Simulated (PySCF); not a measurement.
## Electronic structure of C$_{3}$H$_{6}$AlBO$_{4}$ in real space

Input file:

```
{"job": {"kind": "uv", "xc": "CAM-B3LYP", "basis": "def2-SVPD", "nstates": 8, "ntriplets": 3}, "charge": 0, "multiplicity": 1}
O      2.388425     1.360777     0.452329
B      1.873722     0.154163     0.121383
O      2.611629    -0.953215    -0.124190
C      0.310813     0.029250     0.016893
C     -0.296483    -1.183394    -0.319523
O     -1.541869    -1.375503    -0.423392
Al    -2.945117    -0.241598    -0.194538
O     -1.787189     1.105624     0.195950
C     -0.524230     1.123110     0.258113
H      3.341495     1.435137     0.521082
H      3.564934    -0.876907    -0.060527
H      0.359514    -2.041477    -0.509847
H     -3.597590     0.032153    -1.563879
H     -3.712978    -0.635601     1.083492
H     -0.049489     2.075471     0.524742
```

Launched as:

```sh
OMP_NUM_THREADS=1 python probes_run.py task.json out
```

Geometry: GFN2-xTB.

The calculation used CAM-B3LYP/def2-SVPD, SCF density, gas phase in PySCF 2.14.0.

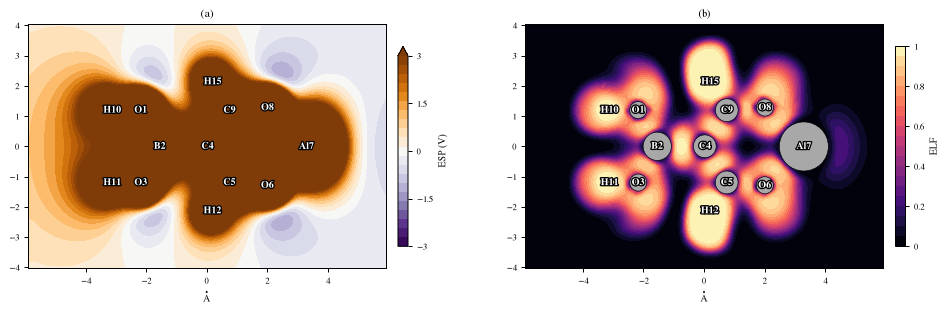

Figure 1. (a) electrostatic potential; (b) ELF on the plane of atoms C5, C4 and C9. Grey discs cover the atomic cores in the ELF map.

### Interpret the plot.

- The plane passes through O, B, C, Al and H nuclei.
- C–O (1.26 Å): the ELF peaks at about 0.90 between the atoms; a short, strongly polar bond.
- B–O (1.35 Å): the ELF peaks at about 0.90 between the atoms, as expected for a polar covalent bond.
- C–C (1.40 Å): the ELF peaks at about 0.95 between the atoms: a covalent bond.
- C–B (1.57 Å): the ELF peaks at about 1 between the atoms (localised, covalent bonding).
- Al–O (1.82 Å): the ELF peaks at about 0.90 in the valence shell of O, 0.6 Å from its nucleus, and is about 0.45 at the midpoint.
- The ELF also peaks beside O6, O3, O1 and O8, away from the bonds: lone-pair regions.
- Outside the dense part of the molecule the potential is most negative (−1.2 V) near O6 and O8.

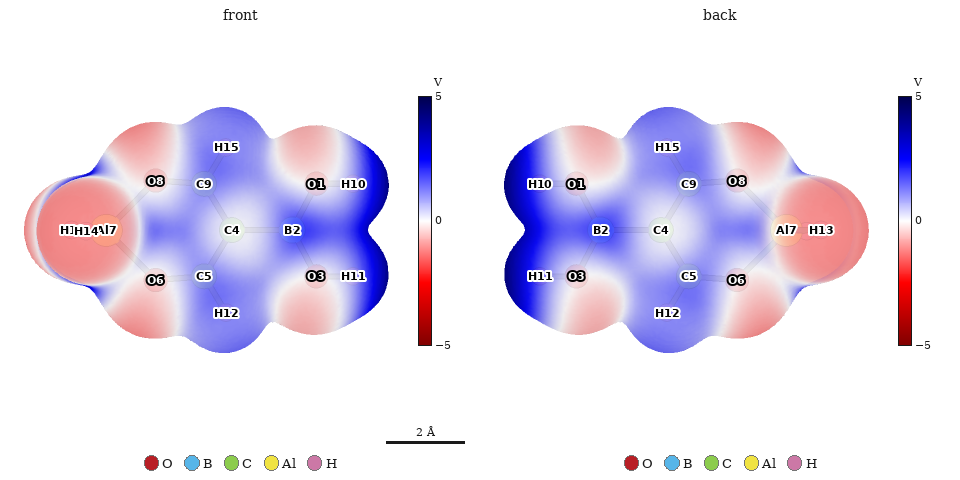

Figure 2. The electrostatic potential painted on the density surface at 0.004 e/bohr³, seen from the front and from behind; red is negative and blue positive.

### Where is the surface potential most negative and most positive?

The most negative region (about −1.1 V) lies over O6, O8, H13 and H14, the most positive (about +4.2 V) over H10 and H11.
